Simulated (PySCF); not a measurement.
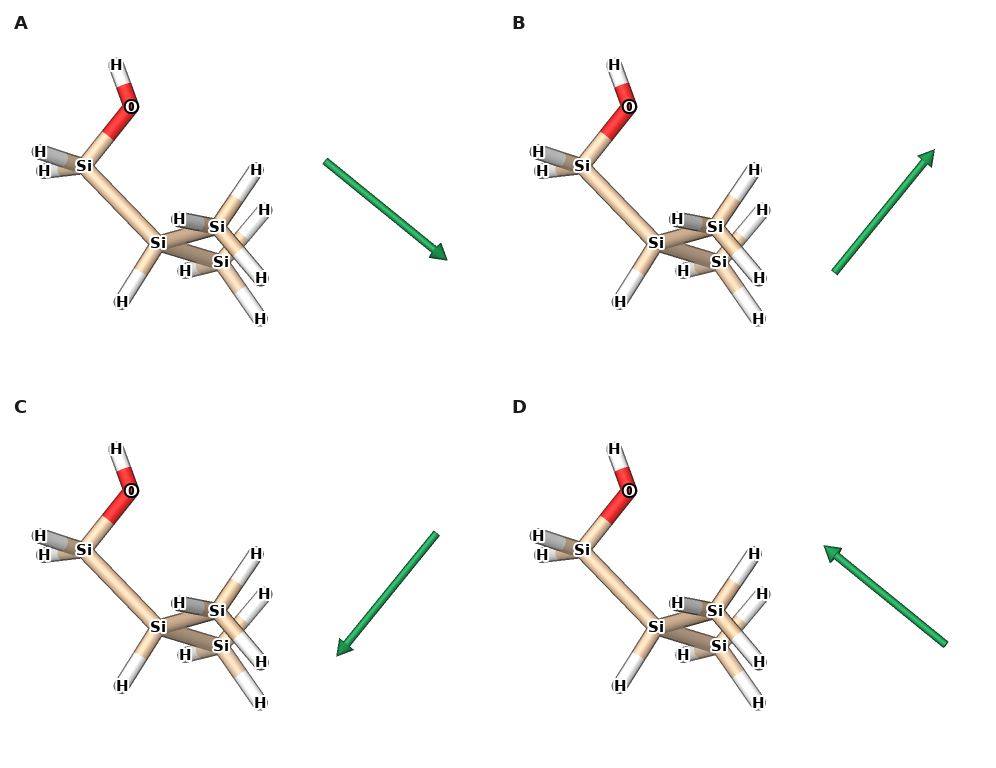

The same molecule four times, each with an arrow. Computed geometry: GFN2-xTB optimisation. No frequency run is at hand to confirm it as a minimum. Properties computed with B3LYP/def2-SVPD, gas phase (PySCF 2.14.0).

Which arrow points along the dipole moment, from the negative to the positive end?

Answer. D. The dipole moment is 1.35 D.

The geometry is semi-empirical. Around Si such bond lengths and angles can be off by a tenth of an ångström or more and by several degrees, and values that hang on the shape move with them.
